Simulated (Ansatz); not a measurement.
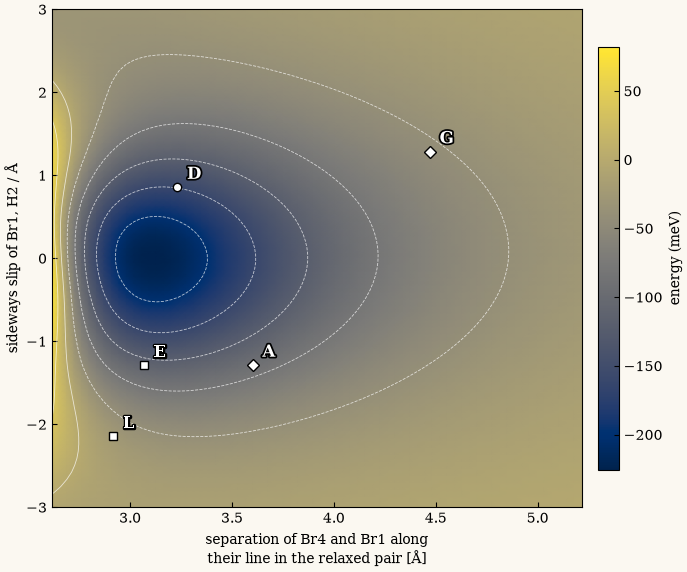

The pair BrH···Br₂. 
- Coordinates scanned: (1) separation of Br4 and Br1 along their line in the relaxed pair; (2) sideways slip of Br1, H2.
- Nothing is relaxed (both partners rigid).
- The scan uses a 15 × 15 grid.
- Points are written as (first, second).
- Energies are in meV, from the two partners far apart, frozen as in the relaxed pair, each in its own basis (no counterpoise correction).
- Theory: RKS PBE-D4/def2-SVPD in Ansatz 0.2.0.

Drawn: a smooth colour map with a few white contour lines, lettered points. Between grid points the surface is interpolated.

Q: Is G the lowest point of the computed grid?

A: No. G lies 181 meV above the lowest grid point, which is at (3.066 Å, 0.00 Å).

Q: What kind of point is each of A, D, E, G, L: minimum, saddle, maximum or slope?

A: A: on a slope; D: on a slope; E: on a slope; G: on a slope; L: on a slope. (In these two coordinates alone; a stationary point may lie a little off the grid point.)

Q: Rank the lettered points by energy, lowest first.

A: D (−159 meV), E (−109 meV), A (−91 meV), G (−44 meV), L (−25 meV).
